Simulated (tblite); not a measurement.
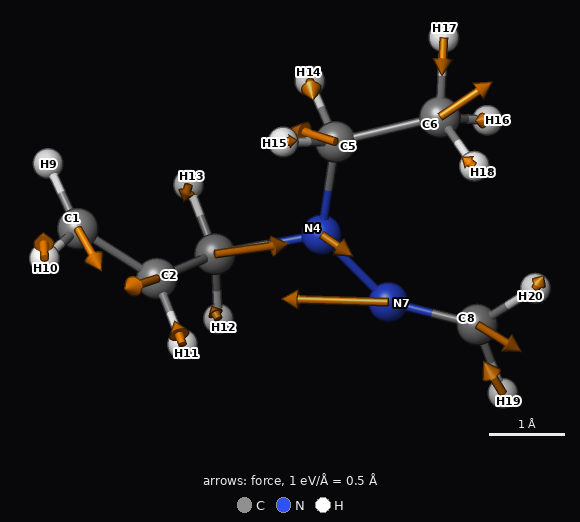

Starting geometry of C$_{6}$H$_{12}$N$_{2}$ with the computed forces as orange arrows. A ball-and-stick model, seen at a tilt.

Theory: GFN2-xTB geometry optimisation, gas phase (tblite 0.8.0). 

Question: Is this structure relaxed? If not, where do the atoms go?

Answer: It isn't relaxed: the largest force vector, on an N atom, is 2.95 eV/Å. The final displacements have little in common with the starting forces (cosine between the two patterns 0.10). The energy falls by 73.2 kJ/mol in 192 geometry steps. The largest moves after the best rigid fit, 1.98 Å, are those of H atoms. Largest moves by element: H 1.98 Å, C 0.75 Å, N 0.34 Å. Some distances before and after: C–N 1.498 → 1.446 Å, C–H 1.124 → 1.076 Å, C–H 1.137 → 1.093 Å, C–C 1.486 → 1.529 Å. Among the angles between lasting bonds that change: N–N–C 142.0° → 125.0°, C–C–H 114.9° → 122.2°, H–C–H 115.5° → 109.0°. Groups turn about C–N by about 90°.
